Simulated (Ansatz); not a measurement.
The calculation's input:

```
crystal:
  lattice:
    - [4.1204, -0.00081, -0.0112]
    - [0.00404, 6.42722, 0.0536]
    - [0.02791, 3.20707, 7.74994]
  atoms:
    - { symbol: H, position: [0.90366, 0.21821, 0.48851] }
    - { symbol: H, position: [0.40337, 0.78177, 0.51142] }
    - { symbol: Pb, position: [0.39455, 0.30863, 0.70725] }
    - { symbol: Pb, position: [0.89489, 0.69135, 0.29266] }
    - { symbol: "N", position: [0.63409, 0.1999, 0.2073] }
    - { symbol: "N", position: [0.13386, 0.80012, 0.79275] }
    - { symbol: O, position: [0.90829, 0.32866, 0.54369] }
    - { symbol: O, position: [0.53792, 0.39076, 0.19497] }
    - { symbol: O, position: [0.53483, 0.11279, 0.10602] }
    - { symbol: O, position: [0.83718, 0.08887, 0.32672] }
    - { symbol: O, position: [0.40817, 0.67132, 0.45624] }
    - { symbol: O, position: [0.03774, 0.60924, 0.8052] }
    - { symbol: O, position: [0.03429, 0.88737, 0.89397] }
    - { symbol: O, position: [0.33716, 0.91101, 0.6733] }
hamiltonian:
  xc: pbe
  pseudopotentials: { kind: paw }
kpoints:
  mp_grid: { grid: [7, 5, 4] }
scf:
  occupations: { method: fermi_dirac, width: 0.05 }
output:
  forces: true
  stress: true
  eigenvalues: true
  write_density: true
  write_potential: true
  elf: true
  volumetric_format: npy
```

Below, planes, directions and counts refer to the conventional cell (a = 6.43 Å, b = 4.12 Å, c = 8.34 Å, α = 90.02°, β = 112.23°, γ = 90.02°).

Space group P2₁; a generated structure, not necessarily the stable one.

Theory: Kohn-Sham DFT of a periodic cell, PBE, Ansatz PAW in Ansatz.

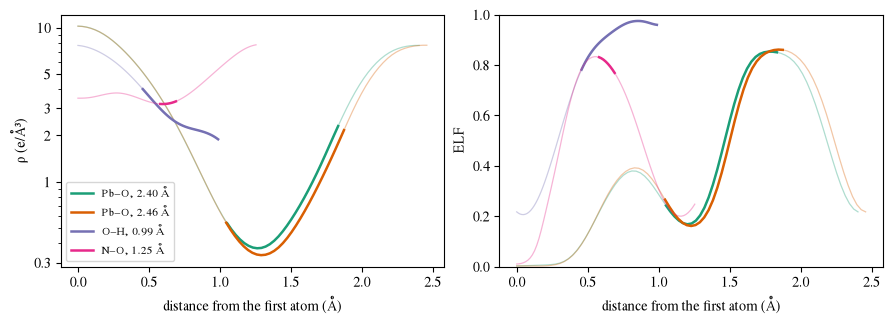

HPbNO4. Valence pseudo-density and ELF along straight lines between neighbouring atoms. Thin, pale parts lie inside the atomic spheres.

In a PAW calculation such maps are meaningful between the atoms, not at the nuclei.

Q: Compare the contacts.

A: Pb–O (2.40 Å): ρ at the midpoint is about 0.39 e/Å³; the ELF peaks at about 0.85 in the valence shell of O, 0.6 Å from its nucleus, and drops to about 0.15 between the two atoms.
Pb–O (2.46 Å): ρ at the midpoint is about 0.35 e/Å³; the ELF is about 0.15 at the midpoint; no shared electron pair shows on this line.
O–H (0.99 Å): the density is about 3.7 e/Å³ at the midpoint; the ELF climbs to about 1 towards the hydrogen, as it does in any bond to H: a covalent bond by its length.
N–O (1.25 Å): the density is about 3.2 e/Å³ at the midpoint; the ELF peaks at about 0.85 between the atoms (inside overlapping PAW spheres, so only a guide) (localised, covalent bonding).
